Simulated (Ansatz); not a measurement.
# CH₈Al₂Ge (SMILES [AlH2][CH]([AlH2])[GeH3]): what the fields show

Input

```
crystal:
  periodic: [false, false, false]
  atoms:
    - {symbol: Al, position_ang: [-1.088077, 1.600441, -0.213971]}
    - {symbol: C, position_ang: [0.276370, 0.349401, 0.348508]}
    - {symbol: Al, position_ang: [-0.233342, -0.927915, 1.709294]}
    - {symbol: Ge, position_ang: [0.917289, -0.633085, -1.228399]}
    - {symbol: H, position_ang: [-2.239580, 1.115706, -1.193419]}
    - {symbol: H, position_ang: [-1.047275, 3.098064, 0.310383]}
    - {symbol: H, position_ang: [1.094066, 0.947592, 0.771195]}
    - {symbol: H, position_ang: [-1.122256, -2.182099, 1.312956]}
    - {symbol: H, position_ang: [0.237512, -0.709911, 3.209392]}
    - {symbol: H, position_ang: [1.432450, 0.334160, -2.315628]}
    - {symbol: H, position_ang: [-0.230798, -1.468871, -1.815991]}
    - {symbol: H, position_ang: [2.080442, -1.578883, -0.860319]}
basis:
  gaussian: {orbitals: def2-TZVPP}
hamiltonian: {xc: pbe0, dispersion: d4}
output: {orbitals: {seedname: orbitals}}
```

Run with:

```sh
ansatz run in.yaml --threads 4 --pin off --events-out ev --progress --plain --max-ram 10444MiB
```

Geometry: PBE0-D4/def2-TZVP.

Method: RKS PBE0-D4/def2-TZVPP (Ansatz 0.2.0).

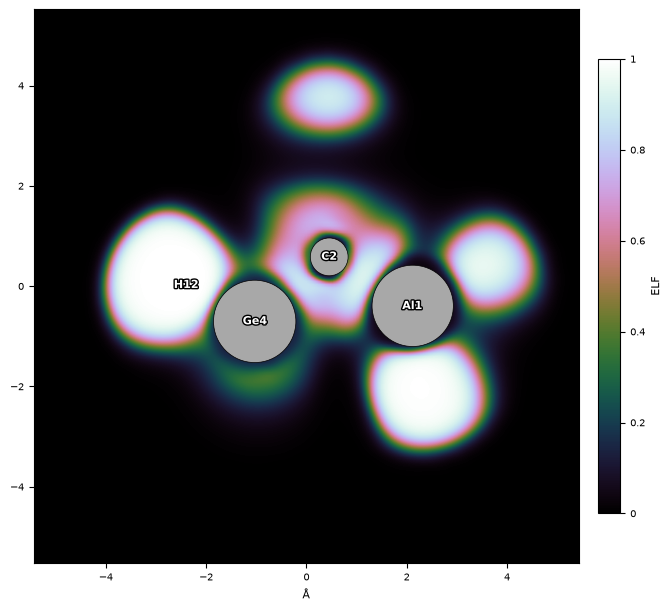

Figure 1. ELF on the plane of atoms C2, Ge4 and H12. Grey discs cover the atomic cores.

Read the bonding off the picture.

- Atoms in the plane: Al, C, Ge and H.
- C–Al (1.93 Å): the ELF peaks at about 0.90 between the atoms (a shared but strongly polarised pair).
- C–Ge (1.97 Å): the ELF peaks at about 0.85 in the valence shell of C, 0.7 Å from its nucleus, and is about 0.65 at the midpoint.
- Ge–H (1.54 Å): the ELF climbs to about 1 towards the hydrogen.

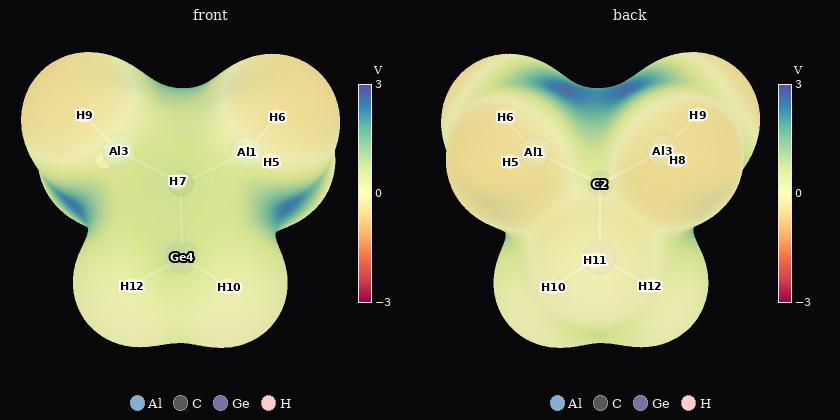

Figure 2. The molecular electrostatic potential painted on the density surface at 0.001 e/bohr³, seen from the front and from behind; the colour scale runs from red (negative) to blue (positive).

Which sites attract a positive test charge, and which a negative one?

A positive charge is drawn to the negative regions and a negative charge to the positive ones. The most negative region (about −0.4 V) lies over H5, H8 and H9, the most positive (about +2.6 V) over Al1 and Al3.

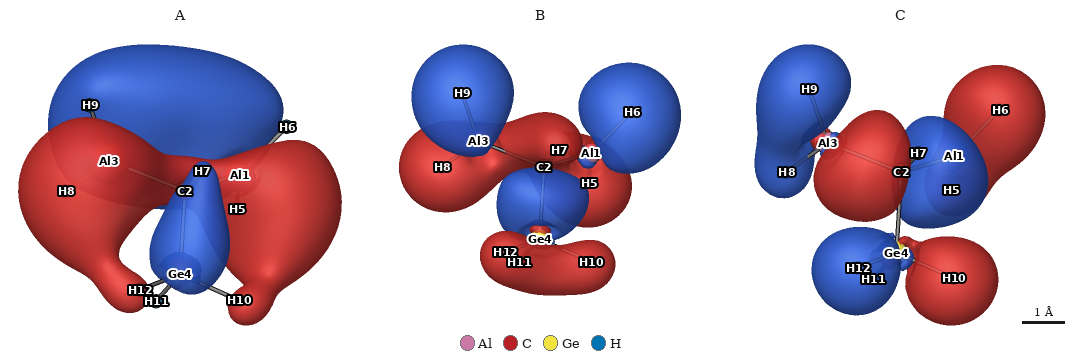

Figure 3. Three frontier orbitals at ±0.05 Å⁻³ᐟ² (red and blue are the two phases), in no order.

Order the three orbitals by energy and name them.

B is the HOMO−1 (−8.32 eV). It lies mainly on H6 (about 15 %), H9 (about 15 %), Al3 (about 15 %), Al1 (about 15 %), C2 (about 10 %), H8 (about 10 %) and H5 (about 10 %). C is the HOMO (−7.84 eV). By Hirshfeld shares it lies mainly on C2 (about 35 %), Al1 (about 15 %), Al3 (about 15 %), Ge4 (about 10 %), H6 (about 5 %) and H9 (about 5 %). A is the LUMO (−1.99 eV). By Hirshfeld shares it lies mainly on Al1 (about 35 %), Al3 (about 35 %), Ge4 (about 5 %) and C2 (about 5 %).

What is the HOMO–LUMO gap?

5.85 eV between the orbital energies.
